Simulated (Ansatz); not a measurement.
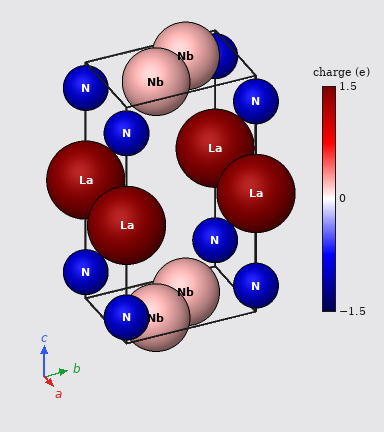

The crystal in a spheres-only representation, seen slightly off an axis. The frame is the simulation cell; atoms at its boundary are shown with their periodic copies. The atoms of this LaNb2N2 cell are coloured by their Bader charge.

Calculation details: DFT PBE, scalar-relativistic, plane waves, PAW (Ansatz 0.2.0); an energy cutoff of 420 eV, 12×12×6 k-mesh, Gaussian smearing of 0.1 eV, no spin polarisation.

**What do the colours say about charge transfer?**

Most positive: La; most negative: N. Charges: about La +1.4 e; Nb +0.2 e; N -0.9 e.

It goes back to a random cell made by a generator, so it need not be a real form of the compound. Earlier steps of the study may have refined or changed the cell and positions. A calculation with Ansatz used it as input.
